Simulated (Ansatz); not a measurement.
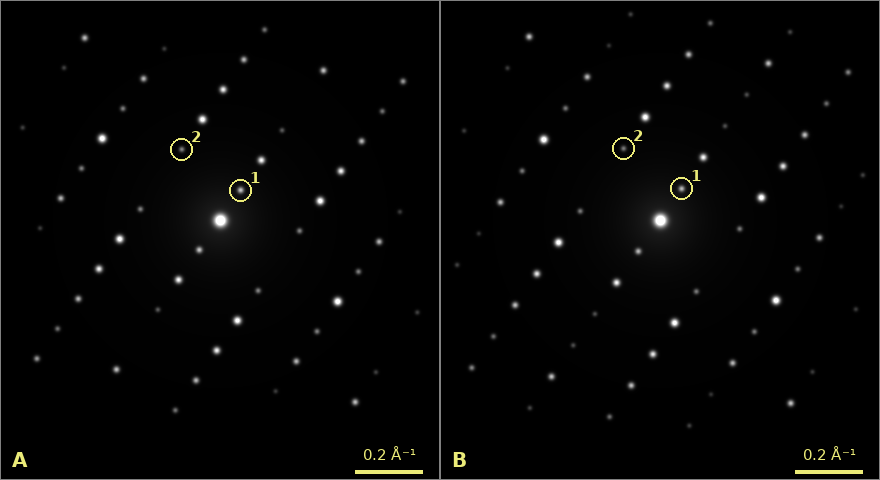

Kinematic electron diffraction patterns (200 kV, B = 0.5 Å², same scale) along [110] of the run's own cell, for the start and the end of one relaxation of Cs3Ir with DFT PBE, scalar-relativistic, plane waves, PAW (Ansatz). k mesh 6×6×8. The start is a generated model structure, and the relaxation ends in the nearest stationary point of its symmetry, not necessarily the ground state. Spot 1 is -1 1 0 and spot 2 is -1 1 1 in both.

Start structure:

```
CELL_PARAMETERS angstrom
10.05839 0.00000 0.00000
-5.02920 8.71083 0.00000
0.00000 0.00000 4.69991
ATOMIC_POSITIONS crystal
Cs 0.79584 0.59169 0.25000
Cs 0.20416 0.79584 0.75000
Cs 0.40831 0.20416 0.25000
Cs 0.20416 0.40831 0.75000
Cs 0.79584 0.20416 0.25000
Cs 0.59169 0.79584 0.75000
Ir 0.33333 0.66667 0.25000
Ir 0.66667 0.33333 0.75000
```

**Which pattern belongs to the start structure, and which to the relaxed one?**

B is the start: its cell gives d(1) = 8.711 Å, d(2) = 4.136 Å and an angle of 61.7°. A is the relaxed structure, with d(1) = 9.126 Å (+4.8 %), d(2) = 4.132 Å (-0.1 %) and 63.1°.

**Summarise the relaxation behind the change.**

The volume changed by +8.2 % to 55.71 Å³ an atom; with the mean shift removed, the atoms moved by up to 0.08 Å relative to the cell (Cs most); the space group stayed P6_3/mmc (No. 194); the free energy fell by 1.8 meV an atom. Relaxed cell: a = 10.538 Å, b = 10.538 Å, c = 4.634 Å, α = 90.00°, β = 90.00°, γ = 120.00°.
